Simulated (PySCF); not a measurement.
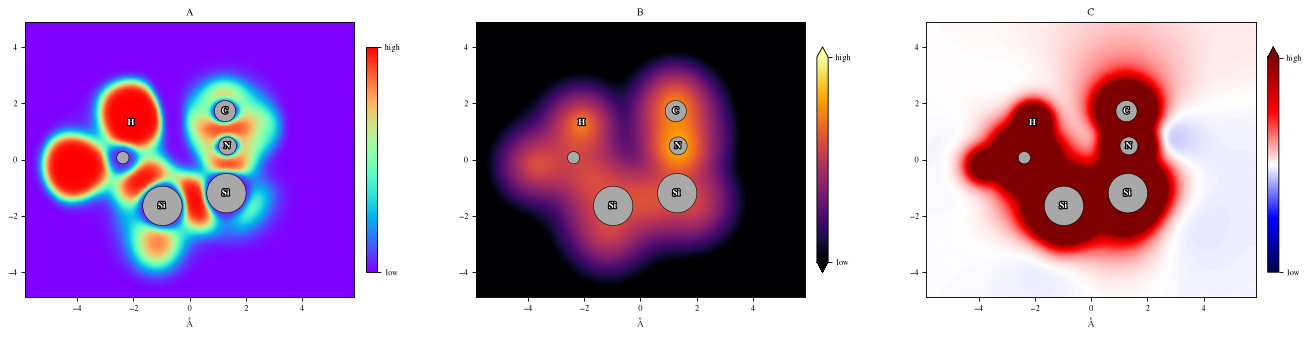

CH9NSi3 (SMILES C=N[SiH2][SiH2][SiH3]): 3 fields on the plane of atoms N2, Si3 and Si4, with unlabelled colour scales. Grey discs cover the atomic cores.

Geometry: GFN2-xTB.

All numbers below come from PBE0/pcSseg-1, SCF density, in a chloroform solvent model, non-relativistic in PySCF.

Question: The panels show electron density, electron localisation function and electrostatic potential in some order. Assign them.

Answer: Panel A: electron localisation function. Panel B: electron density. Panel C: electrostatic potential (strongly positive close to the atoms and fading to about zero outside). From the grid: C–N (1.24 Å): ρ is about 2.9 e/Å³ halfway; the ELF peaks at about 0.90 between the atoms (a short, multiple covalent bond). Si–N (1.68 Å): ρ at the midpoint is about 1.1 e/Å³; the ELF peaks at about 0.90 between the atoms; a polar covalent bond.
